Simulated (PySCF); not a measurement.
C7H7F3Si, SMILES c1cccc([SiH3])c1C(F)(F)F, singlet at its GFN2-xTB optimised geometry (Å):

```
18

F     -2.9152    -1.5967    -0.2676
C     -1.6104    -1.7174     0.0195
F     -1.5546    -2.3208     1.2251
F     -1.1217    -2.6115    -0.8616
C     -0.8720    -0.4122     0.0000
C     -1.6060     0.7666     0.0124
C     -0.9488     1.9836     0.0129
C      0.4351     2.0125     0.0043
C      1.1518     0.8295     0.0000
C      0.5230    -0.4122     0.0000
Si     1.5705    -1.9956    -0.0146
H     -2.6848     0.7298     0.0183
H     -1.5167     2.9011     0.0213
H      0.9559     2.9586     0.0038
H      2.2311     0.8642    -0.0020
H      1.5890    -2.5236    -1.3771
H      2.9152    -1.5723     0.3854
H      1.0517    -2.9586     0.9502
```

Level of theory: CAM-B3LYP/def2-SVP run with PySCF 2.14.0. Cells within 0.4 Å of a nucleus heavier than hydrogen are left out (blank, or x).

Map of the electron localisation function on the plane z = 0.0 Å:

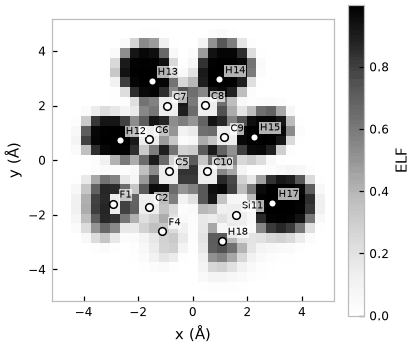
Fig. 1. Electron localisation function on the plane z = 0.0 Å.
